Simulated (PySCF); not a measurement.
Geometry relaxation of BSiH3ClF (part 1 of 4)

The run: geometry relaxation of BSiH3ClF. Method and program: HF/pcseg-0, RHF (PySCF 2.14.0).

The geometry: force field. Figures and captions count atoms from 1; the log counts them from 0 in places.

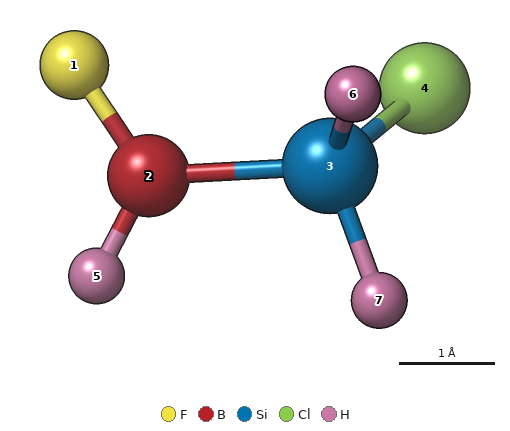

Fig. 1: The input geometry (ball-and-stick view, seen at a tilt; atoms are numbered from 1 in the order of the input).

**The input (calc.py)**
```python
from pyscf import gto, scf
from pyscf.geomopt.geometric_solver import kernel as optimise

system = gto.M(
    atom='''
F     -1.274500    -1.711600     0.673300
B     -0.042000    -1.141900     0.264600
Si     0.129500     0.758000    -0.106700
Cl    -1.044900     1.319400    -1.657500
H      0.891500    -1.868800     0.138900
H     -0.178700     1.537200     1.114500
H      1.580400     1.039700    -0.472800
''',
    verbose=3,
    basis='pcseg-0',
    charge=0,
    max_memory=1860,
)

myscf = scf.RHF(system)
converged, mol_eq = optimise(myscf, maxsteps=100, convergence_set='GAU_TIGHT')
print('converged:', converged)
print(mol_eq.tostring())

myscf.reset(mol_eq)
system = mol_eq
myscf.kernel()
e_tot = myscf.e_tot
print('E = %.10f Eh' % e_tot)
```

Launched with:
```bash
OMP_NUM_THREADS=1 python calc.py
```

**Output**
```
#|     Arguments passed to driver run_optimizer():      |#
convergence_set           GAU_TIGHT
customengine              <pyscf.geomopt.geometric_solver.PySCFEngine object>
maxiter                   100
----------------------------------------------------------
Custom engine selected.
Bonds will be generated from interatomic distances less than 1.20 times sum of covalent radii
21 internal coordinates being used (instead of 21 Cartesians)
Internal coordinate system (atoms numbered from 1):
Distance 1-2
Distance 2-3
Distance 2-5
Distance 3-4
Distance 3-6
Distance 3-7
Angle 1-2-5
Angle 3-2-5
Angle 2-3-4
Angle 2-3-6
Angle 2-3-7
Angle 4-3-6
Angle 4-3-7
Angle 6-3-7
Out-of-Plane 2-1-3-5
Dihedral 1-2-3-4
Dihedral 1-2-3-6
Dihedral 1-2-3-7
Dihedral 5-2-3-4
Dihedral 5-2-3-6
Dihedral 5-2-3-7
Translation-X 1-7
Translation-Y 1-7
Translation-Z 1-7
Rotation-A 1-7
Rotation-B 1-7
Rotation-C 1-7
<class 'geometric.internal.Distance'> : 6
<class 'geometric.internal.Angle'> : 8
<class 'geometric.internal.OutOfPlane'> : 1
<class 'geometric.internal.Dihedral'> : 6
<class 'geometric.internal.TranslationX'> : 1
<class 'geometric.internal.TranslationY'> : 1
<class 'geometric.internal.TranslationZ'> : 1
<class 'geometric.internal.RotationA'> : 1
<class 'geometric.internal.RotationB'> : 1
<class 'geometric.internal.RotationC'> : 1
> ===== Optimization Info: ====
> Job type: Energy minimization
> Maximum number of optimization cycles: 100
> Initial / maximum trust radius (Angstrom): 0.100 / 0.300
> Convergence Criteria:
> Will converge when all 5 criteria are reached:
>  |Delta-E| < 1.00e-06
>  RMS-Grad  < 1.00e-05
>  Max-Grad  < 1.50e-05
>  RMS-Disp  < 4.00e-05
>  Max-Disp  < 6.00e-05
> === End Optimization Info ===

Geometry optimization cycle 1
Cartesian coordinates (Angstrom)
 Atom        New coordinates             dX        dY        dZ
   F  -1.274500  -1.711600   0.673300    0.000000  0.000000  0.000000
   B  -0.042000  -1.141900   0.264600    0.000000  0.000000  0.000000
  Si   0.129500   0.758000  -0.106700    0.000000  0.000000  0.000000
  Cl  -1.044900   1.319400  -1.657500    0.000000  0.000000  0.000000
   H   0.891500  -1.868800   0.138900    0.000000  0.000000  0.000000
   H  -0.178700   1.537200   1.114500    0.000000  0.000000  0.000000
   H   1.580400   1.039700  -0.472800    0.000000  0.000000  0.000000

WARN: Mole.unit (angstrom) is changed to Bohr

converged SCF energy = -873.009283883547
--------------- RHF_Scanner gradients ---------------
         x                y                z
0 F    -0.0331111828    -0.0150774168     0.0102036435
1 B     0.0275600764     0.0464201640    -0.0100991819
2 Si    -0.0573938685    -0.0123730426    -0.0502442339
3 Cl     0.0424242444    -0.0207801054     0.0541488969
4 H     0.0060391546     0.0017860700    -0.0037932806
5 H     0.0005276107    -0.0015330490     0.0028291031
6 H     0.0139539651     0.0015573797    -0.0030449471
----------------------------------------------
cycle 1: E = -873.009283884  dE = -873.009  norm(grad) = 0.125899
Step    0 : Gradient = 4.759e-02/7.728e-02 (rms/max) Energy = -873.0092838835
Hessian Eigenvalues: 2.30000e-02 2.63369e-02 5.00000e-02 ... 2.54256e-01 3.19090e-01 4.27669e-01

Geometry optimization cycle 2
Cartesian coordinates (Angstrom)
 Atom        New coordinates             dX        dY        dZ
   F  -1.237371  -1.689591   0.661373    0.037129  0.022009 -0.011927
   B  -0.011485  -1.221803   0.263071    0.030515 -0.079903 -0.001529
  Si   0.156775   0.783279  -0.096440    0.027275  0.025279  0.010260
  Cl  -1.106135   1.394245  -1.717492   -0.061235  0.074845 -0.059992
   H   0.874309  -2.000117   0.190733   -0.017191 -0.131317  0.051833
   H  -0.168204   1.572669   1.108639    0.010496  0.035469 -0.005861
   H   1.553410   1.093318  -0.455585   -0.026990  0.053618  0.017215
converged SCF energy = -873.025826479979
--------------- RHF_Scanner gradients ---------------
         x                y                z
0 F    -0.0014463077     0.0010062652     0.0004971222
1 B     0.0054383179     0.0036160987    -0.0006612958
2 Si    -0.0201936606     0.0024589963    -0.0191600165
3 Cl     0.0128357132    -0.0054012745     0.0152677685
4 H     0.0000097949    -0.0003747323     0.0001089852
5 H     0.0023242567     0.0000441415     0.0018833890
6 H     0.0010318857    -0.0013494949     0.0020640474
----------------------------------------------
cycle 2: E = -873.02582648  dE = -0.0165426  norm(grad) = 0.0356463
Step    1 : Displace = 8.391e-02/1.422e-01 (rms/max) Trust = 1.000e-01 (=) Grad = 1.347e-02/2.795e-02 (rms/max) E (change) = -873.0258264800 (-1.654e-02) Quality = 1.154
Hessian Eigenvalues: 2.29894e-02 2.64153e-02 5.00000e-02 ... 2.54131e-01 2.60863e-01 4.38112e-01

Geometry optimization cycle 3
Cartesian coordinates (Angstrom)
 Atom        New coordinates             dX        dY        dZ
   F  -1.240338  -1.743571   0.657593   -0.002967 -0.053980 -0.003780
   B  -0.031946  -1.232092   0.275883   -0.020462 -0.010288  0.012811
  Si   0.192873   0.791841  -0.080670    0.036098  0.008562  0.015770
  Cl  -1.120680   1.404744  -1.727514   -0.014545  0.010499 -0.010022
   H   0.854721  -2.007012   0.197234   -0.019589 -0.006896  0.006501
   H  -0.166076   1.594827   1.100464    0.002128  0.022158 -0.008175
   H   1.572746   1.123264  -0.468689    0.019336  0.029946 -0.013104
converged SCF energy = -873.027546839067
--------------- RHF_Scanner gradients ---------------
         x                y                z
0 F     0.0025389057    -0.0032579292     0.0000023363
1 B    -0.0012910519     0.0030545943     0.0014325015
2 Si    -0.0043949222     0.0024158720    -0.0088537023
3 Cl     0.0041626581    -0.0010673219     0.0051365533
4 H    -0.0021169414    -0.0009574858     0.0005747297
5 H     0.0009078272    -0.0005480547     0.0004005586
6 H     0.0001935245     0.0003603252     0.0013070229
----------------------------------------------
cycle 3: E = -873.027546839  dE = -0.00172036  norm(grad) = 0.013689
Step    2 : Displace = 3.412e-02/5.481e-02 (rms/max) Trust = 1.414e-01 (+) Grad = 5.174e-03/1.018e-02 (rms/max) E (change) = -873.0275468391 (-1.720e-03) Quality = 1.088
Hessian Eigenvalues: 2.29222e-02 2.64140e-02 5.00000e-02 ... 2.53341e-01 2.87226e-01 4.38383e-01

Geometry optimization cycle 4
Cartesian coordinates (Angstrom)
 Atom        New coordinates             dX        dY        dZ
   F  -1.258615  -1.666684   0.631213   -0.018277  0.076887 -0.026380
   B  -0.008604  -1.250003   0.271575    0.023343 -0.017911 -0.004308
  Si   0.216535   0.785386  -0.054247    0.023662 -0.006455  0.026423
  Cl  -1.147147   1.365807  -1.722591   -0.026467 -0.038936  0.004924
   H   0.863738  -2.043704   0.193404    0.009017 -0.036691 -0.003831
   H  -0.181632   1.592018   1.109888   -0.015556 -0.002808  0.009424
   H   1.577024   1.149179  -0.474942    0.004278  0.025915 -0.006252
converged SCF energy = -873.028058355507
--------------- RHF_Scanner gradients ---------------
         x                y                z
0 F     0.0002988558     0.0028505005    -0.0003607056
1 B    -0.0006622906    -0.0052315932     0.0014250728
2 Si    -0.0002314202     0.0011739978    -0.0000692691
3 Cl    -0.0011244280     0.0015044526    -0.0012317780
4 H     0.0018810643     0.0003602827    -0.0001503430
5 H     0.0000247922    -0.0001893929    -0.0000670899
6 H    -0.0001865736    -0.0004682476     0.0004541128
----------------------------------------------
cycle 4: E = -873.028058356  dE = -0.000511516  norm(grad) = 0.00698981
Step    3 : Displace = 4.451e-02/8.418e-02 (rms/max) Trust = 2.000e-01 (+) Grad = 2.642e-03/5.463e-03 (rms/max) E (change) = -873.0280583555 (-5.115e-04) Quality = 0.689
Hessian Eigenvalues: 2.29569e-02 2.63566e-02 5.00000e-02 ... 2.53385e-01 3.71872e-01 4.38836e-01

Geometry optimization cycle 5
Cartesian coordinates (Angstrom)
 Atom        New coordinates             dX        dY        dZ
   F  -1.258312  -1.685050   0.629480    0.000303 -0.018366 -0.001733
   B  -0.016210  -1.240285   0.271691   -0.007606  0.009718  0.000116
  Si   0.218987   0.788647  -0.048727    0.002452  0.003261  0.005520
  Cl  -1.141799   1.351123  -1.720937    0.005348 -0.014685  0.001654
   H   0.854968  -2.032189   0.185547   -0.008769  0.011515 -0.007856
   H  -0.176043   1.602075   1.112738    0.005589  0.010056  0.002850
   H   1.579708   1.147680  -0.475494    0.002684 -0.001500 -0.000552
converged SCF energy = -873.028230074669
--------------- RHF_Scanner gradients ---------------
         x                y                z
0 F     0.0000858863     0.0003834324    -0.0000264691
1 B    -0.0000816361    -0.0018403505     0.0007553766
2 Si     0.0001724075     0.0004248126    -0.0007568335
3 Cl    -0.0004262904     0.0009129088    -0.0004890592
4 H     0.0003180232     0.0003447587     0.0001338616
5 H    -0.0000916309    -0.0001214263     0.0002453100
6 H     0.0000232404    -0.0001041356     0.0001378136
----------------------------------------------
cycle 5: E = -873.028230075  dE = -0.000171719  norm(grad) = 0.00255111
Step    4 : Displace = 1.314e-02/1.858e-02 (rms/max) Trust = 2.000e-01 (=) Grad = 9.642e-04/1.991e-03 (rms/max) E (change) = -873.0282300747 (-1.717e-04) Quality = 1.317
Hessian Eigenvalues: 2.28233e-02 2.57517e-02 5.00000e-02 ... 2.53152e-01 4.17103e-01 4.49657e-01

Geometry optimization cycle 6
Cartesian coordinates (Angstrom)
 Atom        New coordinates             dX        dY        dZ
   F  -1.260307  -1.682804   0.622202   -0.001995  0.002246 -0.007278
   B  -0.018060  -1.232731   0.270025   -0.001851  0.007554 -0.001666
  Si   0.224230   0.791119  -0.037592    0.005243  0.002472  0.011136
  Cl  -1.140582   1.322038  -1.716443    0.001217 -0.029085  0.004494
   H   0.846810  -2.029856   0.172545   -0.008158  0.002333 -0.013002
   H  -0.172629   1.612669   1.116841    0.003414  0.010595  0.004103
   H   1.581838   1.151565  -0.473280    0.002130  0.003886  0.002214
converged SCF energy = -873.028298987213
--------------- RHF_Scanner gradients ---------------
         x                y                z
0 F     0.0001590823    -0.0003805798    -0.0000694382
1 B    -0.0000295545     0.0001777781     0.0002674883
2 Si     0.0002143881    -0.0002519472    -0.0003661632
3 Cl    -0.0001117537     0.0004304798    -0.0001581332
4 H    -0.0001771321     0.0001555029     0.0002420572
5 H    -0.0000587194    -0.0001177044     0.0001950151
6 H     0.0000036894    -0.0000135295    -0.0001108259
----------------------------------------------
cycle 6: E = -873.028298987  dE = -6.89125e-05  norm(grad) = 0.000962955
Step    5 : Displace = 1.491e-02/2.946e-02 (rms/max) Trust = 2.828e-01 (+) Grad = 3.640e-04/4.935e-04 (rms/max) E (change) = -873.0282989872 (-6.891e-05) Quality = 1.354
Hessian Eigenvalues: 1.99760e-02 2.51636e-02 4.45084e-02 ... 2.53230e-01 4.30405e-01 4.87959e-01

Geometry optimization cycle 7
Cartesian coordinates (Angstrom)
 Atom        New coordinates             dX        dY        dZ
   F  -1.262557  -1.673302   0.618139   -0.002250  0.009502 -0.004064
   B  -0.017242  -1.229243   0.267781    0.000818  0.003488 -0.002244
  Si   0.229162   0.793157  -0.027799    0.004932  0.002038  0.009793
  Cl  -1.140320   1.294902  -1.712768    0.000262 -0.027135  0.003675
   H   0.840321  -2.032899   0.157934   -0.006489 -0.003043 -0.014611
   H  -0.171986   1.621356   1.119619    0.000642  0.008687  0.002778
   H   1.583922   1.158029  -0.468607    0.002084  0.006463  0.004673
converged SCF energy = -873.02832698183
--------------- RHF_Scanner gradients ---------------
         x                y                z
0 F    -0.0000568287    -0.0003626704    -0.0001328253
1 B     0.0001294080     0.0007800703    -0.0000768498
2 Si     0.0000517479    -0.0004632354     0.0000703469
3 Cl    -0.0000191850     0.0000991882     0.0000020140
4 H    -0.0001225362     0.0000063074     0.0002536485
5 H     0.0000345831    -0.0000577108     0.0000873166
6 H    -0.0000171892    -0.0000019492    -0.0002036508
----------------------------------------------
cycle 7: E = -873.028326982  dE = -2.79946e-05  norm(grad) = 0.00107206
Step    6 : Displace = 1.424e-02/2.745e-02 (rms/max) Trust = 3.000e-01 (+) Grad = 4.052e-04/7.945e-04 (rms/max) E (change) = -873.0283269818 (-2.799e-05) Quality = 1.291
Hessian Eigenvalues: 1.31910e-02 2.62572e-02 4.76048e-02 ... 2.53294e-01 4.22564e-01 4.55926e-01

Geometry optimization cycle 8
Cartesian coordinates (Angstrom)
 Atom        New coordinates             dX        dY        dZ
   F  -1.262653  -1.666459   0.621521   -0.000097  0.006844  0.003382
   B  -0.016446  -1.228999   0.266084    0.000796  0.000244 -0.001697
  Si   0.231523   0.794494  -0.023119    0.002360  0.001337  0.004679
  Cl  -1.138613   1.280983  -1.712619    0.001708 -0.013919  0.000149
   H   0.836092  -2.036615   0.145515   -0.004229 -0.003717 -0.012419
   H  -0.174042   1.625667   1.120194   -0.002056  0.004311  0.000575
   H   1.585440   1.162929  -0.463276    0.001518  0.004901  0.005331
converged SCF energy = -873.028338708798
--------------- RHF_Scanner gradients ---------------
         x                y                z
0 F    -0.0000980303    -0.0001120041    -0.0001903062
1 B     0.0000921784     0.0004741053    -0.0001978968
2 Si    -0.0000825297    -0.0002727028     0.0001885990
3 Cl    -0.0000091770    -0.0000483148     0.0000860490
4 H     0.0000159166    -0.0000304716     0.0002572338
5 H     0.0001168257    -0.0000032439     0.0000260986
6 H    -0.0000351837    -0.0000073681    -0.0001697774
----------------------------------------------
cycle 8: E = -873.028338709  dE = -1.1727e-05  norm(grad) = 0.000754444
Step    7 : Displace = 8.873e-03/1.416e-02 (rms/max) Trust = 3.000e-01 (=) Grad = 2.852e-04/5.220e-04 (rms/max) E (change) = -873.0283387088 (-1.173e-05) Quality = 1.525
Hessian Eigenvalues: 4.65457e-03 2.60483e-02 5.00000e-02 ... 2.53183e-01 4.32010e-01 4.84025e-01

Geometry optimization cycle 9
Cartesian coordinates (Angstrom)
 Atom        New coordinates             dX        dY        dZ
   F  -1.260139  -1.657044   0.636609    0.002514  0.009415  0.015088
   B  -0.015800  -1.229452   0.263286    0.000646 -0.000452 -0.002798
  Si   0.234174   0.796675  -0.016985    0.002651  0.002181  0.006134
  Cl  -1.132012   1.262570  -1.716135    0.006601 -0.018414 -0.003517
   H   0.827858  -2.042674   0.119246   -0.008233 -0.006059 -0.026268
   H  -0.180994   1.631271   1.119889   -0.006952  0.005604 -0.000305
   H   1.588213   1.170654  -0.451610    0.002774  0.007725  0.011665
converged SCF energy = -873.028357908851
--------------- RHF_Scanner gradients ---------------
         x                y                z
0 F    -0.0001137023     0.0002559851    -0.0002654254
1 B    -0.0000296777    -0.0002186661    -0.0003075495
2 Si    -0.0002783645     0.0001785531     0.0001820129
3 Cl     0.0000133314    -0.0002263051     0.0002318977
4 H     0.0002174157    -0.0000526353     0.0002676396
5 H     0.0002423485     0.0000706461    -0.0000301711
6 H    -0.0000513511    -0.0000075778    -0.0000784044
----------------------------------------------
cycle 9: E = -873.028357909  dE = -1.92001e-05  norm(grad) = 0.000857322
Step    8 : Displace = 1.626e-02/2.788e-02 (rms/max) Trust = 3.000e-01 (=) Grad = 3.240e-04/3.859e-04 (rms/max) E (change) = -873.0283579089 (-1.920e-05) Quality = 1.615
Hessian Eigenvalues: 1.22959e-03 2.57100e-02 4.99999e-02 ... 2.53602e-01 4.33675e-01 6.47544e-01

Geometry optimization cycle 10
Cartesian coordinates (Angstrom)
 Atom        New coordinates             dX        dY        dZ
   F  -1.246192  -1.636595   0.692772    0.013947  0.020449  0.056163
   B  -0.015632  -1.230339   0.255661    0.000168 -0.000888 -0.007626
  Si   0.239298   0.802065  -0.001794    0.005125  0.005390  0.015192
  Cl  -1.106268   1.219142  -1.731645    0.025744 -0.043428 -0.015510
   H   0.800091  -2.055788   0.038151   -0.027767 -0.013113 -0.081095
   H  -0.205613   1.644043   1.117144   -0.024619  0.012772 -0.002745
   H   1.595616   1.189473  -0.415990    0.007402  0.018818  0.035620
converged SCF energy = -873.028412370729
--------------- RHF_Scanner gradients ---------------
         x                y                z
0 F    -0.0000846694     0.0010324809    -0.0004110553
1 B    -0.0002756353    -0.0018120616    -0.0005694178
2 Si    -0.0007776715     0.0012636924     0.0000699580
3 Cl     0.0001030830    -0.0005773688     0.0005978959
4 H     0.0005941391    -0.0001257091     0.0003004253
5 H     0.0005301712     0.0002268438    -0.0001162692
6 H    -0.0000894173    -0.0000078776     0.0001284632
----------------------------------------------
cycle 10: E = -873.028412371  dE = -5.44619e-05  norm(grad) = 0.00294341
Step    9 : Displace = 4.906e-02/8.564e-02 (rms/max) Trust = 3.000e-01 (=) Grad = 1.113e-03/1.919e-03 (rms/max) E (change) = -873.0284123707 (-5.446e-05) Quality = 1.670
Hessian Eigenvalues: 2.80592e-04 2.55526e-02 4.99999e-02 ... 2.55702e-01 4.33653e-01 9.54654e-01

Geometry optimization cycle 11
Cartesian coordinates (Angstrom)
 Atom        New coordinates             dX        dY        dZ
   F  -1.138594  -1.587208   0.926685    0.107598  0.049386  0.233912
   B  -0.021550  -1.230825   0.222548   -0.005918 -0.000486 -0.033113
  Si   0.252988   0.820024   0.054557    0.013689  0.017959  0.056351
  Cl  -0.983018   1.064655  -1.794206    0.123250 -0.154486 -0.062561
   H   0.637065  -2.073826  -0.277561   -0.163026 -0.018038 -0.315712
   H  -0.303909   1.688336   1.096565   -0.098296  0.044293 -0.020579
   H   1.618318   1.250845  -0.274288    0.022703  0.061372  0.141703
converged SCF energy = -873.028415953518
```
